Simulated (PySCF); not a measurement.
# C3HF3: core binding energies

What core binding energies should C3HF3 (`C#CC(F)(F)F`) show?

Programs: PySCF 2.14.0, with density-fitted response routines of our own. Each step states its level of theory. These are calculated values for one molecule in the gas phase, unless marked as measured. Atoms are numbered from 0 throughout.

### 1 The molecule as given

7 atoms, charge 0, multiplicity 1; geometry from: PBE0-D3(BJ)/def2-TZVP.

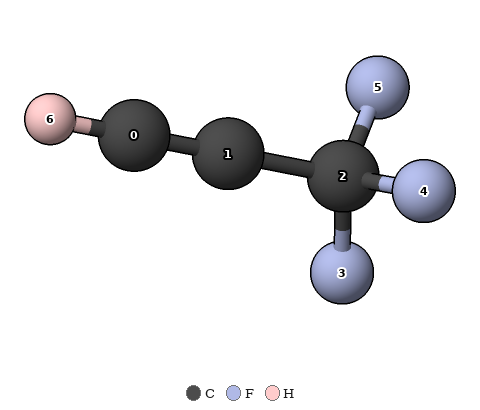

As it starts; carbon dark grey, fluorine light blue, hydrogen pink, atoms numbered.

### 2 X-ray photoelectron lines: B3LYP, X2C

Job settings and geometry (Å):

```
{"job": {"kind": "xps", "xc": "B3LYP", "metal_2p": true}, "charge": 0, "multiplicity": 1}
C      2.269437     0.587073    -0.436280
C      1.132007     0.292056    -0.216272
C     -0.258777    -0.068716     0.049257
F     -0.583299    -1.215626    -0.552448
F     -1.095441     0.872307    -0.394460
F     -0.476698    -0.221070     1.357681
H      3.283611     0.849297    -0.630628
```

Method: delta-SCF UKS B3LYP, pcX-2 on the ionised atom (unc-x2c-TZVPall on a metal), pcseg-1 elsewhere, spin-free X2C.

The program printed:

```text
ground state, core basis on atom 0 (C), 120 functions
  cycle   1  E = -414.46461107  |g| = 8.94e-01
  cycle   2  E = -414.26965297  |g| = 1.41e+00
  cycle   3  E = -414.59950540  |g| = 2.07e-01
  cycle   4  E = -414.60869102  |g| = 8.36e-02
  cycle   5  E = -414.61028289  |g| = 2.11e-02
  cycle   6  E = -414.61037958  |g| = 2.33e-03
  cycle   7  E = -414.61038033  |g| = 3.23e-04
  E(ground) = -414.61071854 Eh
hole in C 1s of atom 0
  cycle   1  E = -403.32296519  |g| = 1.51e+00
  cycle   2  E = -402.53407362  |g| = 1.87e+00
  cycle   3  E = -403.67703487  |g| = 6.68e-01
  cycle   4  E = -403.83491781  |g| = 2.75e-01
  cycle   5  E = -403.87009072  |g| = 8.23e-02
  cycle   6  E = -403.87241293  |g| = 1.96e-02
  cycle   7  E = -403.87262168  |g| = 6.34e-03
  cycle   8  E = -403.87269087  |g| = 3.59e-03
  cycle   9  E = -403.87274155  |g| = 1.50e-03
  cycle  10  E = -403.87275037  |g| = 3.53e-04
  E(ion) = -403.87310533 Eh   <S^2> = 0.7860   hole on atom = 1.000   binding energy = 292.185 eV
ground state, core basis on atom 1 (C), 120 functions
  cycle   1  E = -414.61190821  |g| = 4.65e-02
  cycle   2  E = -414.61142820  |g| = 4.96e-02
  cycle   3  E = -414.61177084  |g| = 3.20e-02
  cycle   4  E = -414.61202133  |g| = 2.80e-03
  cycle   5  E = -414.61202252  |g| = 3.87e-04
  E(ground) = -414.61219480 Eh
hole in C 1s of atom 1
  cycle   1  E = -403.32884850  |g| = 1.52e+00
  cycle   2  E = -402.50924555  |g| = 1.93e+00
  cycle   3  E = -403.65629544  |g| = 7.16e-01
  cycle   4  E = -403.84335293  |g| = 2.40e-01
  cycle   5  E = -403.87176934  |g| = 4.53e-02
  cycle   6  E = -403.87270183  |g| = 1.39e-02
  cycle   7  E = -403.87280421  |g| = 7.04e-03
  cycle   8  E = -403.87286010  |g| = 3.31e-03
  cycle   9  E = -403.87290143  |g| = 1.24e-03
  cycle  10  E = -403.87290632  |g| = 3.17e-04
  E(ion) = -403.87309934 Eh   <S^2> = 0.7822   hole on atom = 1.000   binding energy = 292.226 eV
ground state, core basis on atom 2 (C), 120 functions
  cycle   1  E = -414.61737154  |g| = 5.63e-02
  cycle   2  E = -414.61718221  |g| = 5.33e-02
  cycle   3  E = -414.61762288  |g| = 1.53e-02
  cycle   4  E = -414.61764770  |g| = 7.61e-03
  cycle   5  E = -414.61765927  |g| = 2.36e-03
  cycle   6  E = -414.61766081  |g| = 1.35e-04
  E(ground) = -414.61787900 Eh
hole in C 1s of atom 2
  cycle   1  E = -403.09026304  |g| = 1.51e+00
  cycle   2  E = -400.96038942  |g| = 2.70e+00
  cycle   3  E = -403.47652747  |g| = 5.02e-01
  cycle   4  E = -403.51598297  |g| = 4.22e-01
  cycle   5  E = -403.60059866  |g| = 1.50e-01
  cycle   6  E = -403.61110580  |g| = 4.90e-02
  cycle   7  E = -403.61200265  |g| = 9.45e-03
  cycle   8  E = -403.61203615  |g| = 1.84e-03
  cycle   9  E = -403.61204020  |g| = 6.17e-04
  cycle  10  E = -403.61203995  |g| = 1.94e-04
  E(ion) = -403.61224944 Eh   <S^2> = 0.7611   hole on atom = 1.000   binding energy = 299.478 eV
ground state, core basis on atom 3 (F), 120 functions
  cycle   1  E = -414.65490810  |g| = 8.52e-02
  cycle   2  E = -414.65463538  |g| = 5.83e-02
  cycle   3  E = -414.65488083  |g| = 3.95e-02
  cycle   4  E = -414.65508994  |g| = 8.86e-03
  cycle   5  E = -414.65510749  |g| = 1.07e-03
  cycle   6  E = -414.65510785  |g| = 3.99e-04
  E(ground) = -414.65580681 Eh
hole in F 1s of atom 3
  cycle   1  E = -388.26198293  |g| = 2.60e+00
  cycle   2  E = -388.07137840  |g| = 2.22e+00
  cycle   3  E = -389.00603805  |g| = 5.95e-01
  cycle   4  E = -389.01665110  |g| = 5.33e-01
  cycle   5  E = -389.14575630  |g| = 1.09e-01
  cycle   6  E = -389.15118684  |g| = 3.38e-02
  cycle   7  E = -389.15157384  |g| = 9.18e-03
  cycle   8  E = -389.15161622  |g| = 1.20e-03
  cycle   9  E = -389.15161673  |g| = 3.92e-04
  E(ion) = -389.15238554 Eh   <S^2> = 0.7549   hole on atom = 1.000   binding energy = 693.983 eV
```

Wall time 19 s (4 threads of Arm Neoverse N1, shared host).

The holes in one table. −ε is the ground-state orbital energy:

| hole | stands for | environment | ΔSCF (eV) | −ε (eV) | ⟨S²⟩ |
| --- | --- | --- | --- | --- | --- |
| C1s on C0 | C0 | terminal alkyne carbon | 292.19 | 278.2 | 0.786 |
| C1s on C1 | C1 | alkyne carbon | 292.23 | 278.1 | 0.782 |
| C1s on C2 | C2 | CF3 carbon | 299.48 | 284.8 | 0.761 |
| F1s on F3 | F3, F4, F5 | fluorine of a CF3 group | 693.98 | 673.5 | 0.755 |

Each hole run stands for the others of its class of like atoms.

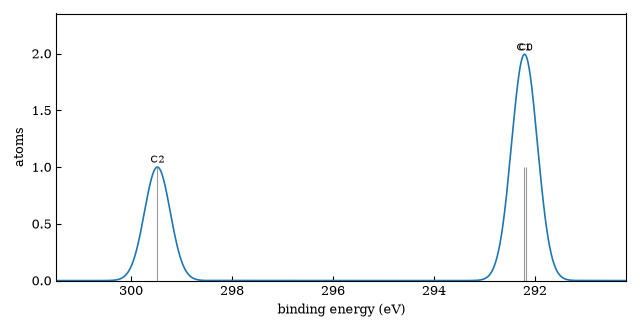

The C1s photoelectron lines, weighted by the number of atoms. Lines are broadened to a width of 0.60 eV (Gaussian).

### 3 What came out

| quantity | value |
| --- | --- |
| C1s binding energies, B3LYP/pcX-2 | C2 299.48, C1 292.23, C0 292.19 eV |
| F1s binding energies, B3LYP/pcX-2 | F3 693.98 eV |

**Reading.** At B3LYP/pcX-2: The C1s levels kept as sound span 7.29 eV, from C0 (terminal alkyne carbon) up to C2 (CF3 carbon).
